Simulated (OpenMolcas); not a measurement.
**How methods differ on CuOH (SMILES [Cu]O)**

The species is CuOH (3 atoms), meant as a singlet with charge 0. SMILES: `[Cu]O`. Geometry: relaxed at PBE0-D4/def2-TZVP.

```jsonl
{"atom": "Cu", "x (Å)": "-1.1528", "y (Å)": "0.2853", "z (Å)": "-0.5969"}
{"atom": "O", "x (Å)": "0.4129", "y (Å)": "0.3078", "z (Å)": "0.2600"}
{"atom": "H", "x (Å)": "0.7399", "y (Å)": "-0.5931", "z (Å)": "0.3369"}
```

Each level gives the HOMO–LUMO gap (eV). The values are calculated.

```json
{"level": "HF/cc-pVTZ", "kind": "Hartree–Fock", "program": "OpenMolcas", "value (eV)": "10.29"}
{"level": "SVWN5/cc-pVTZ", "kind": "LDA", "program": "OpenMolcas", "value (eV)": "1.63"}
{"level": "PBE/cc-pVTZ", "kind": "GGA", "program": "OpenMolcas", "value (eV)": "1.63"}
{"level": "M06-L/cc-pVTZ", "kind": "meta-GGA", "program": "OpenMolcas", "value (eV)": "2.37"}
{"level": "BHLYP/cc-pVTZ", "kind": "global hybrid", "program": "OpenMolcas", "value (eV)": "6.32"}
{"level": "M06-2X/cc-pVTZ", "kind": "hybrid meta-GGA", "program": "OpenMolcas", "value (eV)": "6.42"}
{"level": "B2PLYP/cc-pVTZ", "kind": "double hybrid", "program": "OpenMolcas", "value (eV)": "6.51"}
```

The values span 1.63 to 10.29 eV. Orbital gaps aren't excitation energies, and those of double hybrids come from the SCF part alone; they tend to grow with the share of exact exchange.

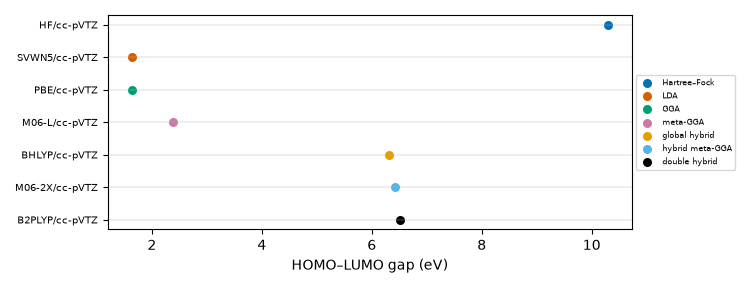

The values of the table, level by level.
